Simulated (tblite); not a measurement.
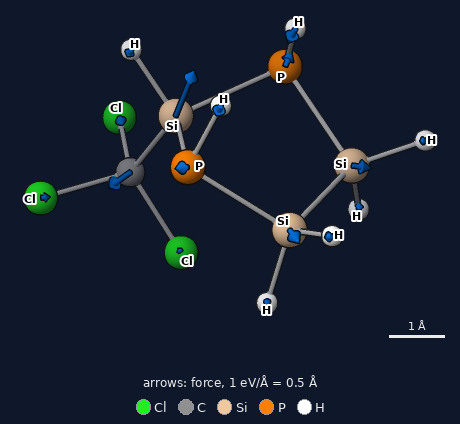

Starting geometry of CH$_{7}$Cl$_{3}$P$_{2}$Si$_{3}$ with the computed forces as blue arrows. The picture is a ball-and-stick view, seen at a tilt.

These are results of GFN2-xTB geometry optimisation, gas phase (tblite), not measurements. 

What follows when this structure is relaxed?

Answer. It isn't relaxed: the largest force vector, on a Si atom, is 2.55 eV/Å. The final displacements have little in common with the starting forces (cosine between the two patterns 0.27). The largest moves after the best rigid fit, 0.46 Å, are those of H atoms. By element the largest moves are H 0.46 Å, Cl 0.31 Å, P 0.28 Å, Si 0.27 Å, C 0.17 Å. Near-neighbour distances that change, for instance: C–Si 1.856 → 1.936 Å, Si–Si 2.304 → 2.362 Å, H–P 1.427 → 1.383 Å, P–Si 2.222 → 2.262 Å. Bond angles that change, for instance: C–Si–P 116.8° → 102.6°, P–Si–P 106.7° → 118.9°, P–Si–H 102.1° → 113.0°. Over 67 geometry steps the energy falls by 0.453 eV.
